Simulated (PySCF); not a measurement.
System: C₄H₁₂N₂ (SMILES C[C@H](N)CCN).

```tsv
atom	x (Å)	y (Å)	z (Å)
C	-1.6919	0.7502	0.2586
C	-0.9355	-0.2573	-0.6155
N	-1.6182	-1.5405	-0.7238
C	0.4774	-0.5239	-0.0889
C	1.4316	0.6547	-0.2592
N	2.7472	0.2932	0.2468
H	-1.1946	1.7157	0.2569
H	-1.7484	0.3892	1.2844
H	-2.7055	0.8881	-0.1161
H	-0.8639	0.1430	-1.6352
H	-1.6981	-1.9636	0.1958
H	-2.5585	-1.4115	-1.0827
H	0.4347	-0.7897	0.9686
H	0.8753	-1.3840	-0.6316
H	1.0866	1.5083	0.3302
H	1.4417	0.9588	-1.3207
H	3.3931	1.0680	0.1402
H	3.1181	-0.4922	-0.2786
```

Geometry: GFN2-xTB.

The calculation used PySCF 2.14.0, PBE0/def2-SVPD, SCF density, gas phase.

Q: Predict the electron density and electron localisation function between the atoms.

A: C–N (1.46 Å): ρ is about 1.9 e/Å³ halfway; the ELF peaks at about 0.95 between the atoms, as expected for a shared electron pair.
C–C (1.53 Å): ρ is about 1.7 e/Å³ halfway; the ELF peaks at about 0.95 between the atoms, as expected for a shared electron pair.
N–H (1.01 Å): the density is about 2.8 e/Å³ at the midpoint; the ELF climbs to about 1 towards the hydrogen, as it does in any bond to H (a covalent bond by its length).

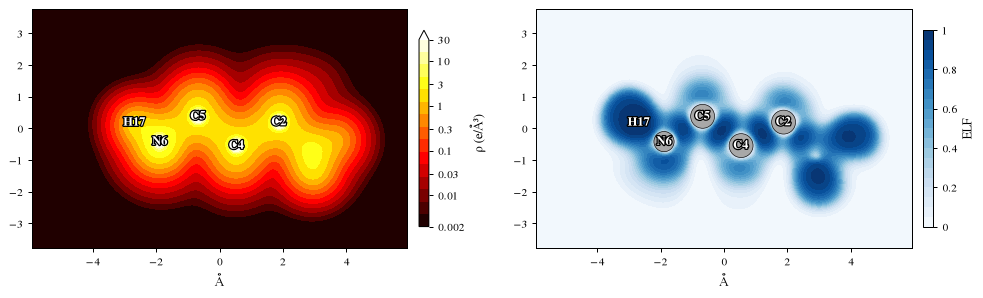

Computed electron density and electron localisation function on the plane of atoms C5, N6 and H17, in this order. Grey discs cover the atomic cores in the ELF map. 
